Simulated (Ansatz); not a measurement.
# CH5Si (SMILES C[SiH2]) at UCCSDTQ/STO-3G

What is the vertical doublet–quartet gap of CH5Si at UCCSDTQ/STO-3G? 

The calculation is run with Ansatz 0.2.0.

52 further runs of the same task are left out: 52 set aside as unsound or not needed.

## (1) The system as given

CH5Si: 7 atoms, total charge 0, spin state doublet. As SMILES, `C[SiH2]`. The shape is that of a PBE0-D4/def2-TZVP optimisation.

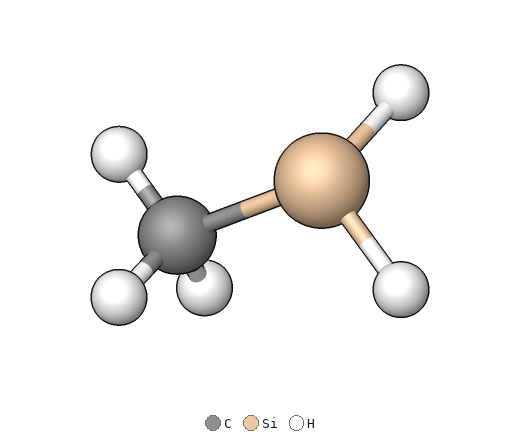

The structure, seen from a chosen angle (carbon grey, silicon light orange, hydrogen white).

## (2) The energy at UCCSDTQ/STO-3G

File run.yaml:

```yaml
crystal:
  periodic: [false, false, false]
  atoms:
    - {symbol: C, position_ang: [-0.122600, -0.803200, 0.095200]}
    - {symbol: Si, position_ang: [0.176200, 1.034800, 0.314000]}
    - {symbol: H, position_ang: [-0.204800, -1.054900, -0.966600]}
    - {symbol: H, position_ang: [0.699200, -1.383300, 0.519500]}
    - {symbol: H, position_ang: [-1.047100, -1.107700, 0.589500]}
    - {symbol: H, position_ang: [-0.951500, 1.846400, -0.225700]}
    - {symbol: H, position_ang: [1.450600, 1.468000, -0.326000]}
basis:
  gaussian: {orbitals: STO-3G}
magnetization: {spin_polarized: true, initial_magnetization: 1}
correlation: {method: ccsdtq, frozen_orbitals: {C: 1, H: 0, Si: 5}}
accuracy: high
scf: {omitted_lower_state_checks: [cluster_reference, increment]}
```

The run is started by

```console
$ ansatz run run.yaml --threads 1 --pin off --max-ram 2610MiB --events-out events.jsonl --progress --plain --runs-dir runs
```

Standard output, shortened:

```text
Warning: RAYON_NUM_THREADS=1 ignored (pool sized by the plan → 1); use --threads N
Functional definition: HF
  name "HF"
[...]
334 factors; integrals over basis functions are off by at most 7.8e-9 eV
[...]
mean field -8867.28060979 eV, -325.8665519511 hartree, gradient 1.3e-8 eV, S^2 0.751991; 0 other end points of the search recorded, 0 dependent functions left out
6 core orbitals not correlated: weight in the atoms' cores, before any rotation towards them, 1.000 or more for the frozen orbitals, at most 0.000 for the correlated occupied ones
reference -8867.28060979 eV, -325.8665519511 hartree; 7, 6 occupied and 6, 7 virtual orbitals, 334 factors
second order -2.32076979 eV of doubles, -0.00000000 eV of singles
cycle   1  -2.91860946 eV  change   -6.0e-1 eV  update   6.0e-2
[...]
cycle  20  -3.27076855 eV  change    1.3e-9 eV  update   1.3e-9
Total energy: -8870.55137834 eV, -325.9867504783 hartree
Checks for a lower state left out: cluster_reference, increment
```

It took 34 s on 1 thread of Arm Neoverse V1, shared host; peak memory 0.28 GiB.

## (3) The quartet at the same level

File in.yaml:

```yaml
crystal:
  periodic: [false, false, false]
  atoms:
    - symbol: C
      position_ang: [-0.122600, -0.803200, 0.095200]
    - symbol: Si
      position_ang: [0.176200, 1.034800, 0.314000]
    - symbol: H
      position_ang: [-0.204800, -1.054900, -0.966600]
    - symbol: H
      position_ang: [0.699200, -1.383300, 0.519500]
    - symbol: H
      position_ang: [-1.047100, -1.107700, 0.589500]
    - symbol: H
      position_ang: [-0.951500, 1.846400, -0.225700]
    - symbol: H
      position_ang: [1.450600, 1.468000, -0.326000]
basis:
  gaussian: {orbitals: STO-3G}
scf: {omitted_lower_state_checks: [cluster_reference, increment]}
magnetization: {spin_polarized: true, initial_magnetization: 3}
correlation: {method: ccsdtq, frozen_orbitals: {C: 1, H: 0, Si: 5}}
accuracy: high
```

The run is started by

```console
$ ansatz run in.yaml --threads 1 --pin off --max-ram 2610MiB --events-out events.jsonl --progress --plain --runs-dir runs
```

Standard output:

```text
Warning: RAYON_NUM_THREADS=1 ignored (pool sized by the plan → 1); use --threads N
[... 12 lines left out ...]
6 core orbitals not correlated: weight in the atoms' cores, before any rotation towards them, 1.000 or more for the frozen orbitals, at most 0.000 for the correlated occupied ones
[... 80 lines left out ...]
WARN: these amplitudes may be one of several solutions (largest doubles amplitude 0.53, level shift 0.00 eV)
Total energy: -8858.33635656 eV, -325.5378567077 hartree
Checks for a lower state left out: cluster_reference, increment
```

Run time: 66 s. Hardware: 1 thread of Arm Neoverse V1, shared host; peak memory 0.27 GiB.

## (4) Summary of results

At UCCSDTQ/STO-3G, 6 core orbitals frozen:

| quantity | value |
| --- | --- |
| doublet: total energy | -325.98675 Eh |
| doublet: correlation energy (6 core orbitals frozen) | -120.2 mEh |
| doublet: ⟨S²⟩ of the reference determinant | 0.752 |
| doublet: T1 diagnostic | 0.003 |
| quartet: total energy | -325.53786 Eh |
| quartet: correlation energy (6 core orbitals frozen) | -111.8 mEh |
| quartet: ⟨S²⟩ of the reference determinant | 3.751 |
| quartet: T1 diagnostic | 0.079 |
| vertical energy of the quartet above the doublet | 12.215 eV |

What this shows: At this shape the quartet lies 12.22 eV (282 kcal/mol) above the doublet. In a minimal basis such a difference can be off by several eV, whatever the method.
